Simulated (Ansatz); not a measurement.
**C2H9AlSi (SMILES C[SiH](C)[AlH2]): PBE/cc-pVDZ**

Aim: the electronic atomisation energy of C2H9AlSi at PBE/cc-pVDZ, from 5 runs. 

The results are computed with Ansatz 0.2.0.

45 further runs of the same task are left out: 45 set aside as unsound or not needed. Runs told in other sessions of the task aren't counted.

**1. The system as given**

C2H9AlSi: 13 atoms, total charge 0, spin state singlet. As SMILES, `C[SiH](C)[AlH2]`. The coordinates come from a PBE0-D4/def2-TZVP relaxation.

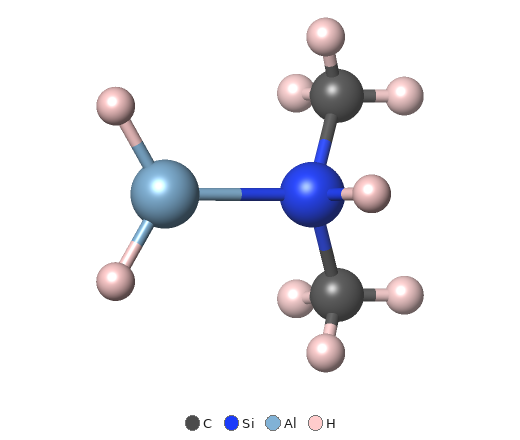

Viewed from a chosen angle; carbon dark grey, silicon blue, aluminium light blue, hydrogen pink.

**2. A single-point energy at PBE/cc-pVDZ**

The input, input.yaml:

```yaml
crystal:
  periodic: [false, false, false]
  atoms:
    - symbol: C
      position_ang: [-0.866600, 1.411600, -0.714500]
    - symbol: Si
      position_ang: [-0.138800, -0.288000, -0.351000]
    - symbol: C
      position_ang: [1.742200, -0.215000, -0.436200]
    - symbol: Al
      position_ang: [-0.964000, -1.250200, 1.760500]
    - symbol: H
      position_ang: [-1.958500, 1.381800, -0.711700]
    - symbol: H
      position_ang: [-0.550700, 2.142800, 0.033900]
    - symbol: H
      position_ang: [-0.539400, 1.770100, -1.694100]
    - symbol: H
      position_ang: [-0.602000, -1.216600, -1.435400]
    - symbol: H
      position_ang: [2.070400, 0.143000, -1.415700]
    - symbol: H
      position_ang: [2.144200, 0.462300, 0.321500]
    - symbol: H
      position_ang: [2.182900, -1.200600, -0.270400]
    - symbol: H
      position_ang: [-0.100900, -2.306700, 2.585400]
    - symbol: H
      position_ang: [-2.398600, -0.869500, 2.342400]
basis:
  gaussian: {orbitals: cc-pVDZ}
hamiltonian: {xc: {name: PBE}}
accuracy: high
output: {orbitals: {seedname: orbitals}}
```

Launch:

```
$ ansatz run input.yaml --threads 1 --pin off --max-ram 2610MiB --events-out events.jsonl --progress --plain --runs-dir runs
```

What it wrote:

```text
Warning: RAYON_NUM_THREADS=1 ignored (pool sized by the plan → 1); use --threads N
Functional definition: PBE
  name "PBE"
  parameter kappa = 0.804
  parameter beta = 0.06672455060314922
  exchange = pbe_x(kappa = kappa, mu = beta*pi^2/3)
  correlation = pbe_c(beta = beta)
2636 factors; integrals over basis functions are off by at most 3.8e-9 eV
mean field evaluation 1: about -16670.7478 eV, gradient 7.1e1 eV
mean field evaluation 2: about -16617.1654 eV, gradient 1.2e2 eV
mean field evaluation 4: about -16683.4463 eV, gradient 8.6e0 eV
mean field evaluation 8: about -16683.6636 eV, gradient 1.9e-1 eV
mean field evaluation 16: about -16683.6638 eV, gradient 8.3e-6 eV
mean field -16683.66377245 eV, -613.1133350440 hartree, gradient 2.2e-8 eV, S^2 0.000000; 0 other end points of the search recorded, 0 dependent functions left out
reference -16683.66377714 eV, -613.1133352163 hartree; 24, 24 occupied and 85, 85 virtual orbitals, 2636 factors
Total energy: -16683.66377714 eV, -613.1133352163 hartree
```

Wall time 12 s (1 thread of Intel Xeon Platinum 8259CL at 2.50GHz (Skylake/Cascade Lake), shared host); peak memory 0.37 GiB.

**3. The Al atom, same level**

The input, input.yaml:

```yaml
basis:
  gaussian:
    orbitals: cc-pVDZ
crystal:
  periodic: [false, false, false]
  atoms:
    - {symbol: Al, position_ang: [0.000000, 0.000000, 0.000000]}
magnetization:
  spin_polarized: true
  initial_magnetization: 1
hamiltonian:
  xc: {name: PBE}
accuracy: high
```

Run the same way, it converges to -242.22270 Eh (log not shown).

**4. The C atom at the same level**

The input, in.yaml:

```yaml
crystal:
  periodic: [false, false, false]
  atoms:
    - symbol: C
      position_ang: [0.000000, 0.000000, 0.000000]
basis:
  gaussian:
    orbitals: cc-pVDZ
total_charge: 0
magnetization:
  spin_polarized: true
  initial_magnetization: 2
hamiltonian:
  xc: {name: PBE}
accuracy: high
```

Run the same way, it converges to -37.78854 Eh (log not shown).

**5. The H atom at the same level**

The input, in.yaml:

```yaml
basis:
  gaussian:
    orbitals: cc-pVDZ
crystal:
  periodic: [false, false, false]
  atoms:
    - symbol: H
      position_ang: [0.000000, 0.000000, 0.000000]
magnetization:
  spin_polarized: true
  initial_magnetization: 1
hamiltonian:
  xc: pbe
accuracy: high
```

Run the same way, it converges to -0.49863 Eh (log not shown).

**6. The Si atom, same level**

The input, input.yaml:

```yaml
basis:
  gaussian: {orbitals: cc-pVDZ}
crystal:
  periodic: [false, false, false]
  atoms:
    - {symbol: Si, position_ang: [0.000000, 0.000000, 0.000000]}
hamiltonian: {xc: pbe}
magnetization: {spin_polarized: true, initial_magnetization: 2}
accuracy: high
```

Launch:

```
$ ansatz run input.yaml --threads 1 --pin off --max-ram 2610MiB --events-out events.jsonl --progress --plain --runs-dir runs
```

What it wrote:

```text
Warning: RAYON_NUM_THREADS=1 ignored (pool sized by the plan → 1); use --threads N
Functional definition: PBE
  name "PBE"
  parameter kappa = 0.804
  parameter beta = 0.06672455060314922
  exchange = pbe_x(kappa = kappa, mu = beta*pi^2/3)
  correlation = pbe_c(beta = beta)
144 factors; integrals over basis functions are off by at most 3.2e-9 eV
mean field evaluation 1: about -7869.9757 eV, gradient 2.4e0 eV
mean field evaluation 2: about -7870.0463 eV, gradient 9.5e-1 eV
mean field evaluation 4: about -7870.0524 eV, gradient 1.8e-1 eV
mean field evaluation 8: about -7870.0527 eV, gradient 2.0e-4 eV
mean field evaluation 16: about -7869.9490 eV, gradient 2.7e0 eV
mean field evaluation 32: about -7870.0513 eV, gradient 2.4e-1 eV
mean field -7870.05274420 eV, -289.2191038359 hartree, gradient 5.7e-8 eV, S^2 2.003183; 3 other end points of the search recorded, 0 dependent functions left out
reference -7870.05274613 eV, -289.2191039068 hartree; 8, 6 occupied and 10, 12 virtual orbitals, 144 factors
Total energy: -7870.05274613 eV, -289.2191039068 hartree
```

It took 1.3 s on 1 thread of Intel Xeon Platinum 8259CL at 2.50GHz (Skylake/Cascade Lake), shared host; peak memory 0.1 GiB.

**7. Results**

Level: PBE/cc-pVDZ.

| quantity | value |
| --- | --- |
| molecule: total energy | -613.11334 Eh |
| molecule: HOMO energy | -5.86 eV |
| molecule: LUMO energy | -2.57 eV |
| molecule: HOMO–LUMO gap | 3.28 eV |
| Al atom: total energy | -242.22270 Eh |
| Al atom: ⟨S²⟩ | 0.754 |
| C atom: total energy | -37.78854 Eh |
| C atom: ⟨S²⟩ | 2.002 |
| H atom: total energy | -0.49863 Eh |
| H atom: ⟨S²⟩ | 0.750 |
| Si atom: total energy | -289.21910 Eh |
| Si atom: ⟨S²⟩ | 2.003 |
| electronic atomisation energy | 43.723 eV |

In words: Taking the molecule apart into free atoms costs 43.72 eV (4219 kJ/mol), before zero-point energy and without spin-orbit coupling.
